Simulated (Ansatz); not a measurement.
## A convergence test on InSe (P-6m2): k mesh of the hybrid

How far can the k mesh of the hybrid be lowered for the gap of InSe (P-6m2)?

Program: Ansatz 0.2.0. Level of theory: DFT, HSE06, plane waves, PAW. Results are calculated unless marked as measured.

## Step 1: The structure

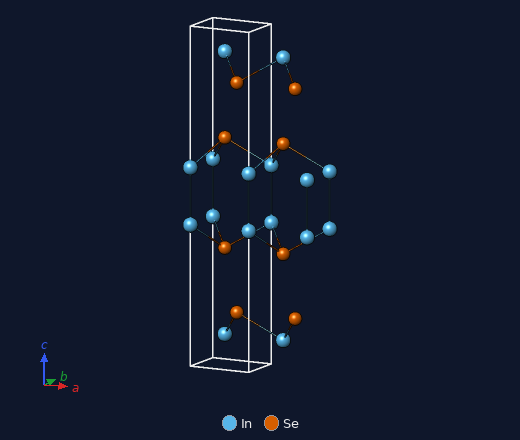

Start, viewed slightly off an axis; indium blue, selenium orange. 2×1×1 cells are drawn. Some periodic images of atoms are drawn too.

The structure was relaxed with LDA. The runs that relaxed it are not among those shown. The default PAW set here is soft_2. Its files were made with PBE.

## Step 2: k mesh of the hybrid: 3×3×1

input.yaml

```yaml
crystal:
  lattice:
    - [3.9748709455, 0.0, 0.0]
    - [-1.9874354728, 3.4423392156, 0.0]
    - [0.0, 0.0, 16.2636494814]
  atoms:
    - { symbol: In, position: [0.0, 0.0, 0.5842950809] }
    - { symbol: In, position: [0.0, 0.0, 0.4157049191] }
    - { symbol: In, position: [0.3333333333, 0.6666666667, 0.9156997426] }
    - { symbol: In, position: [0.3333333333, 0.6666666667, 0.0843002574] }
    - { symbol: Se, position: [0.6666666667, 0.3333333333, 0.8378264049] }
    - { symbol: Se, position: [0.6666666667, 0.3333333333, 0.1621735951] }
    - { symbol: Se, position: [0.3333333333, 0.6666666667, 0.6621026916] }
    - { symbol: Se, position: [0.3333333333, 0.6666666667, 0.3378973084] }
kpoints:
  mp_grid: { grid: [3, 3, 1] }
  band_path:
    path:
      - [0.0, 0.0, 0.0]
      - [0.5, 0.0, 0.0]
      - [0.33333333, 0.33333333, 0.0]
      - [0.0, 0.0, 0.5]
      - [0.5, 0.0, 0.5]
      - [0.33333333, 0.33333333, 0.5]
    npoints: 1
hamiltonian:
  xc: hse06
scf:
  occupations: { method: fixed }
  n_extra_bands: 6
output:
  eigenvalues: true
  write_density: true
  write_potential: true
  elf: true
  volumetric_format: npy
```

Run with:

```console
$ ansatz run input.yaml --threads 3 --pin off --max-ram 92160MiB --backend cuda --events-out ev --progress --plain --runs-dir out --devices 1 --max-vram 13GiB
```

Numbers of over 12 decimals in the logs are rounded to 6 here.

The program printed:

```text
scf.n_extra_bands = 6 over 58 filled bands (N_el = 116.0): the run solves 64 bands
GPUs: using 1 of 1 available (devices: 1).
Engine: ansatz 0.2.0, x86_64-unknown-linux-gnu
Pseudopotentials: kind: paw
Pseudopotential: In, paw, valence charge 13, recommended cutoff 420 eV (normal), In.paw.azcp
Pseudopotential: Se, paw, valence charge 16, recommended cutoff 420 eV (normal), Se.paw.azcp
Functional definition: HSE06
  parameter a = 0.25
  parameter omega = 0.11/bohr
  exchange = pbe_x - a*pbe_x_sr(omega) + a*exact_x_sr(omega)
  correlation = pbe_c
davidson cushion auto → on  (no smearing: the cushion is to keep the highest requested band from converging to the state above it; pin scf.eigensolver.cushion to override)
device memory: the entry about to start is reckoned to put 3.7 GiB on a device that reports 36.8 GiB free (of which the cap on the GPU budget leaves the run 13.0 GiB)
GPU FFT provider: cuFFT
GPU libraries: cuBLAS 13.8.2, cuFFT 12.4.0, cuSOLVER 12.3.4
Crystal: 8 atoms, lattice volume = 222.533 Å³
Basis set: ecut = 420 eV, 4387 PW (Γ)
Bands: 64, of which v1, the nominal top of the filled ones, is band 58 counted from 1 (57 counted from 0)
Symmetry: 12 space group operations
Space group: P-6m2 (ITA 187), of the structure as read, at distance tolerance 6.1e-5 Å
k-points: 3 of 9 (time reversal used)
Non-local potential: In, projectors of the file, l = 0: 2, l = 1: 2, l = 2: 2, l = 3: 2
Non-local potential: Se, projectors of the file, l = 0: 2, l = 1: 2, l = 2: 3, l = 3: 1
PAW form: soft (Blöchl's): semilocal exchange-correlation on the pseudo side does not see the compensation charge
PAW frozen core: In, regenerated for the run's functional, and the local potential with it (the file was generated under x = pbe(κ = 0.804, μ = 0.219515), c = pbe(β = 0.066725))
PAW frozen core: Se, regenerated for the run's functional, and the local potential with it (the file was generated under x = pbe(κ = 0.804, μ = 0.219515), c = pbe(β = 0.066725))
PAW one-centre angular grid: In, 590 points (default); XC on 64 Gauss nodes
PAW one-centre angular grid: Se, 590 points (default); XC on 64 Gauss nodes
Initial density: superposition of atomic densities (neutral atoms: chi_scale 0, normalization atom), corrected by the library's trained network
Initial wavefunctions: pseudopotential atomic-orbital guess
GPU buffer pool allocated for 87480 grid points (all kernels)
GPU transforms: local potential and band sums: pruned to the plane-wave sphere, on 25×25×120
Functional: x = pbe(κ = 0.804, μ = 0.219515), c = pbe(β = 0.066725), warm-up for x = pbe(κ = 0.804, μ = 0.219515) + 0.25 (exact − pbe) at short range (hse, ω = 0.207870 Å⁻¹), c = pbe(β = 0.066725); HSE06 as pw.x's `hse` composes it (authors' and Libxc's form: `xc: wpbeh`)
SCF iter   1: F=—  HF=-44270.891634 eV  |F-HF|=—  |Δ(HF+E_count)|=         —  Δρ=2.06e-3  dr2=9.00e-3  ethr=1.77e-3  ⟨swp⟩=7.0  Hψ=795  notcnv=0
preconditioner: auto → none  [insulator: Δε(μ)=0.385 eV  Ē_g=12.807 eV  n_scr=66 (ndim 8)  ℏωp=21.7 eV  f_vac=0.064]
SCF iter   2: F=—  HF=-44270.893748 eV  |F-HF|=—  |Δ(HF+E_count)|=   2.11e-3  Δρ=9.28e-4  dr2=4.45e-3  ethr=7.76e-6  ⟨swp⟩=5.7  Hψ=686  notcnv=0  defer=2
SCF iter   3: F=—  HF=-44270.894449 eV  |F-HF|=—  |Δ(HF+E_count)|=   7.02e-4  Δρ=6.55e-4  dr2=5.69e-3  ethr=3.83e-6  ⟨swp⟩=5.0  Hψ=539  notcnv=0
iter 4 solved again at ethr=1.47e-7 eV; its pass at ethr=3.83e-6 eV (dr2=1.71e-4 eV) is discarded
SCF iter   4: F=—  HF=-44270.893640 eV  |F-HF|=—  |Δ(HF+E_count)|=   8.09e-4  Δρ=1.98e-4  dr2=1.71e-4  ethr=1.47e-7  ⟨swp⟩=3.7  Hψ=936  notcnv=0
SCF iter   5: F=—  HF=-44270.893715 eV  |F-HF|=—  |Δ(HF+E_count)|=   7.46e-5  Δρ=1.17e-4  dr2=2.22e-4  ethr=1.47e-7  ⟨swp⟩=5.0  Hψ=507  notcnv=0
SCF iter   6: F=-44270.893698 eV  HF=-44270.893694 eV  |F-HF|=4.32e-6  |Δ(HF+E_count)|=   2.06e-5  Δρ=5.07e-5  dr2=4.89e-6  ethr=1.47e-7  ⟨swp⟩=4.0  Hψ=454  notcnv=0
SCF 1 stopped early in 6 iterations: F = -44270.893698 eV  dr2 = 4.89e-6
[...]
SCF iter   3: F=—  HF=-44293.087043 eV  |F-HF|=—  |Δ(HF+E_count)|=   6.74e-3  Δρ=1.33e-3  dr2=1.55e-2  ethr=4.22e-8  ⟨swp⟩=8.3  Hψ=1053  notcnv=0
SCF iter   4: F=—  HF=-44293.116158 eV  |F-HF|=—  |Δ(HF+E_count)|=   2.91e-2  Δρ=1.42e-3  dr2=6.55e-3  ethr=4.22e-8  ⟨swp⟩=7.0  Hψ=940  notcnv=0
SCF iter   5: F=—  HF=-44293.114909 eV  |F-HF|=—  |Δ(HF+E_count)|=   1.25e-3  Δρ=7.04e-4  dr2=1.35e-3  ethr=4.22e-8  ⟨swp⟩=5.3  Hψ=755  notcnv=0
SCF iter   6: F=—  HF=-44293.114651 eV  |F-HF|=—  |Δ(HF+E_count)|=   2.59e-4  Δρ=1.64e-4  dr2=2.05e-4  ethr=4.22e-8  ⟨swp⟩=5.0  Hψ=663  notcnv=0
SCF iter   7: F=—  HF=-44293.115564 eV  |F-HF|=—  |Δ(HF+E_count)|=   9.14e-4  Δρ=1.53e-4  dr2=2.12e-4  ethr=4.22e-8  ⟨swp⟩=5.0  Hψ=645  notcnv=0
SCF iter   8: F=-44293.115515 eV  HF=-44293.115519 eV  |F-HF|=3.53e-6  |Δ(HF+E_count)|=   4.58e-5  Δρ=2.56e-5  dr2=8.92e-6  ethr=4.22e-8  ⟨swp⟩=4.0  Hψ=538  notcnv=0
SCF 2 stopped early in 8 iterations: F = -44293.115515 eV  dr2 = 8.92e-6
hybrid outer 1: dexx = +3.539e-2 eV, tail = 2.13e-4 eV
GPU FFT provider: cuFFT
GPU libraries: cuBLAS 13.8.2, cuFFT 12.4.0, cuSOLVER 12.3.4
GPU buffer pool allocated for 87480 grid points (all kernels)
GPU transforms: local potential and band sums: pruned to the plane-wave sphere, on 25×25×120
Exchange kernel: α = 0.2500, screened, ω = 0.2079 Å⁻¹, Wigner–Seitz truncation, v(0) = 983.7559 eV·Å³, q-mesh 3×3×1, nearest image of the exchange supercell L = 11.92 Å, pair-density grid 18×18×72, without the augmentation charges, whose exchange is taken in its separable form by FFT convolution over the k-point mesh (sized by the pseudopotential files, 24×24×120 at the most), smooth part of the exact exchange by density-matrix convolution in up to 1.57 GiB of GPU memory as planned if the GPU has room (build and FFT work areas not counted)
Frozen-core exchange: fock
SCF iter   1: F=—  HF=-44293.115593 eV  |F-HF|=—  |Δ(HF+E_count)|=         —  Δρ=5.88e-5  dr2=1.72e-5  ethr=9.18e-7  ⟨swp⟩=2.7  Hψ=427  notcnv=0
preconditioner: auto → none  [insulator: Δε(μ)=1.165 eV  Ē_g=14.694 eV  n_scr=66 (ndim 8)  ℏωp=21.7 eV  f_vac=0.071]
iter 2 solved again at ethr=8.78e-10 eV; its pass at ethr=1.24e-8 eV (dr2=1.02e-6 eV) is discarded
SCF iter   2: F=—  HF=-44293.115595 eV  |F-HF|=—  |Δ(HF+E_count)|=   1.89e-6  Δρ=2.90e-5  dr2=1.32e-6  ethr=8.78e-10  ⟨swp⟩=2.0  Hψ=1124  notcnv=0
SCF iter   3: F=—  HF=-44293.115596 eV  |F-HF|=—  |Δ(HF+E_count)|=   1.69e-6  Δρ=1.61e-5  dr2=4.44e-7  ethr=8.78e-10  ⟨swp⟩=5.0  Hψ=606  notcnv=0
SCF iter   4: F=-44293.115596 eV  HF=-44293.115596 eV  |F-HF|=1.09e-8  |Δ(HF+E_count)|=   8.13e-8  Δρ=4.52e-6  dr2=3.23e-8  ethr=3.42e-10  ⟨swp⟩=3.0  Hψ=448  notcnv=0
SCF 3 converged in 4 iterations: F = -44293.115596 eV  dr2 = 3.23e-8
hybrid outer 2: dexx = +2.339e-6 eV, tail = 1.51e-7 eV, Δε = 2.34e-3 eV (about 1.15e-4 eV left of the loop's levels)
device memory: the entry about to start is reckoned to put 1.5 GiB on a device that reports 36.7 GiB free (of which the cap on the GPU budget leaves the run 13.0 GiB)
NSCF: frozen V_eff on 6 k-points
hybrid SCF converged: 2 outer / 12 inner (+6 warm-up), last move |dexx| = 2.34e-6 eV, tail = 1.51e-7 eV
Stability not checked: this state was not tested for a lower state beside it, because the functional holds exact exchange (a hybrid, or Hartree-Fock), whose exchange loop this test does not read (fock_operator; see scf.lower_state_search)
Free energy (F): -44293.115596 eV
Frozen-core exchange: fock
Harris-Foulkes:  -44293.115596 eV  (|F-HF|=1.09e-8)
Internal energy: -44293.115596 eV  (E = F + TS)
E sigma→0 (E₀):  -44293.115596 eV
Fermi energy:    7.677008 eV
--- Per-component energies (eV) ---
  E_band       = -2040.115566
  E_kinetic    = 1449.875158
  E_local      = -15437.510948  (includes V_loc(G=0)·N_el)
  E_nonlocal   = -916.065024
  E_hartree    = 7145.481354
  E_xc         = -1019.360211
  E_vxc        = -633.179060  (∫ρ·V_xc dr)
  E_exx        = -402.959368  (= α·E_x^exact, valence–valence)
  E_paw        = -24142.202727  (= ΣΔE_a)
  E_vpaw       = 11.725461  (= ΣTr[D̂ρ^β])
  E_aug_tail   = -0.002267  (compensation charges beyond the density's cutoff)
  E_ewald      = -10968.132557
  E_core_change = -2.239005  (= ΣΔE_core)
  E_smearing   = -0.000000  (= −TS)
  E_closure    = -0.000000  (closes the sum)
  Σ components = -44293.115596   (vs F -44293.115596, Δ=-7.28e-12)
--- Band table (eV) ---
  k-point 0: bands = [... 54 lower, 6.1827, 6.2780, 6.2780, 7.6770, 8.8426, 10.2785, 10.5237, 10.6020, ... 2 higher]
  k-point 1: bands = [... 54 lower, 5.4546, 5.5135, 6.1015, 6.4715, 9.6110, 10.0393, 10.3464, 10.5830, ... 2 higher]
  k-point 2: bands = [... 54 lower, 5.0942, 5.2366, 5.4513, 5.6999, 9.8207, 9.8228, 10.7404, 11.0534, ... 2 higher]
```

Elapsed: 28 s, on 1 × NVIDIA H100 80GB HBM3 (shared by 6 runs) with 3 threads of AMD EPYC 7R13 (Zen 3), shared host; peak memory 1.3 GiB; 40 s of CPU time.

This step gave:

```yaml
gap: 1.166 eV
valence_top_at: Γ
conduction_bottom_at: Γ
least_direct_gap: 1.166 eV
exact_exchange_fraction: 0.25
```

The gap is direct, at Γ.

## Step 3: k mesh of the hybrid: 6×6×1

Edit input.yaml of step 2 so:

```diff
@@ -15,3 +15,3 @@
 kpoints:
-  mp_grid: { grid: [3, 3, 1] }
+  mp_grid: { grid: [6, 6, 1] }
   band_path:
```

The program printed:

```text
[...]
GPUs: using 1 of 1 available (devices: 1).
[...]
GPU FFT provider: cuFFT
GPU libraries: cuBLAS 13.8.2, cuFFT 12.4.0, cuSOLVER 12.3.4
Crystal: 8 atoms, lattice volume = 222.533 Å³
Basis set: ecut = 420 eV, 4387 PW (Γ)
Bands: 64, of which v1, the nominal top of the filled ones, is band 58 counted from 1 (57 counted from 0)
[... 1 set-up line as in the run before ...]
[...]
k-points: 7 of 36 (time reversal used)
[...]
Fermi energy:    7.622299 eV
[...]
--- Band table (eV; the first three rows and the last of 7) ---
  k-point 0: bands = [... 54 lower, 6.1718, 6.2662, 6.2662, 7.6223, 8.7793, 10.2075, 10.4699, 10.5391, ... 2 higher]
  k-point 1: bands = [... 54 lower, 5.8601, 5.9973, 6.2811, 7.3301, 10.0642, 10.6247, 10.9872, 11.1584, ... 2 higher]
  k-point 2: bands = [... 54 lower, 5.4064, 5.4961, 6.0706, 6.4433, 9.5807, 10.0028, 10.3066, 10.5417, ... 2 higher]
  k-point 6: bands = [... 54 lower, 5.0574, 5.1890, 5.4466, 5.6800, 9.7878, 9.8064, 10.7284, 11.0309, ... 2 higher]
[key lines of the parts left out:]
Free energy (F): -44293.701275 eV
```

The job ended after 41 s (1 × NVIDIA H100 80GB HBM3 (shared by 6 runs) with 3 threads; peak memory 1.6 GiB).

Numbers from this step:

```yaml
gap: 1.157 eV
valence_top_at: Γ
conduction_bottom_at: Γ
least_direct_gap: 1.157 eV
```

The gap is 1.157 eV, −0.009 eV from the run before at this level.

## Step 4: k mesh of the hybrid: 6×6×2

Edit input.yaml of step 3 so:

```diff
@@ -15,3 +15,3 @@
 kpoints:
-  mp_grid: { grid: [6, 6, 1] }
+  mp_grid: { grid: [6, 6, 2] }
   band_path:
```

The program printed:

```text
[...]
GPUs: using 1 of 1 available (devices: 1).
[...]
GPU FFT provider: cuFFT
GPU libraries: cuBLAS 13.8.2, cuFFT 12.4.0, cuSOLVER 12.3.4
Crystal: 8 atoms, lattice volume = 222.533 Å³
Basis set: ecut = 420 eV, 4387 PW (Γ)
Bands: 64, of which v1, the nominal top of the filled ones, is band 58 counted from 1 (57 counted from 0)
[... 1 set-up line as in the run before ...]
[...]
k-points: 14 of 72 (time reversal used)
[...]
Fermi energy:    7.626463 eV
[...]
--- Band table (eV; the first three rows and the last of 14) ---
  k-point 0: bands = [... 54 lower, 6.1725, 6.2665, 6.2665, 7.6265, 8.7752, 10.2079, 10.4711, 10.5384, ... 2 higher]
  k-point 1: bands = [... 54 lower, 6.2289, 6.2289, 6.6442, 6.6888, 9.5373, 9.6347, 10.5240, 10.5558, ... 2 higher]
  k-point 2: bands = [... 54 lower, 5.8609, 5.9978, 6.2805, 7.3330, 10.0616, 10.6247, 10.9868, 11.1592, ... 2 higher]
  k-point 13: bands = [... 54 lower, 4.7044, 5.1163, 5.4644, 5.8538, 9.6299, 9.9092, 10.7400, 11.0806, ... 2 higher]
[key lines of the parts left out:]
Free energy (F): -44293.707542 eV
```

The job ended after 52 s (1 × NVIDIA H100 80GB HBM3 (shared by 6 runs) with 3 threads; peak memory 2.1 GiB).

This step gave:

- gap: 1.149 eV
- valence top at: Γ
- conduction bottom at: Γ
- least direct gap: 1.149 eV

The gap is 1.149 eV, −0.008 eV from the run before at this level.

## Step 5: The series

Differences are against the last row; a negative gap means that bands overlap, and a run with a band path holds that path's time. Times are wall times on 1 × NVIDIA H100 80GB HBM3 (shared by 6 runs) with 3 threads of AMD EPYC 7R13 (Zen 3), shared host, good to a factor of about two.

```tsv
k mesh of the hybrid	gap (eV)	direct gap (eV)	gap error (eV)	energy error (meV/atom)	irreducible k	time
3×3×1	1.166	1.166	+0.017	+74.0	3	28 s
6×6×1	1.157	1.157	+0.008	+0.8	7	41 s
6×6×2	1.149	1.149	+0.000	+0.0	14	52 s
```

## Step 6: What came out

- 3×3×1: 1.166 eV
- 6×6×1: 1.157 eV
- 6×6×2: 1.149 eV

The gap holds to 0.02 eV from 3×3×1 on, the cheapest setting tried. At 3×3×1 the gap is off by +0.017 eV and the energy by +74 meV/atom. The gap is read over the mesh and added points near the edges, so meshes differ mainly through the density and, for a hybrid, the exchange operator.

[Paths, hosts, dates, memory and timing lines, banners, echoed tables and standing remarks are left out of the program output.]

[Logs are printed without paths, hosts, clocks, repeated set-up lines and the standing remarks that a program may print on its own settings, such as how far it seeks lower states.]

[Runs of the session that timed out or met a known fault of the program may be left out.]

[Cells called generated may have been cut or substituted from an entry of the Crystallography Open Database or the Materials Project.]

[Hosts, paths, dates, database ids (printed as entryN), source tags and the programs' standing remarks are cut or masked in the printed files.]
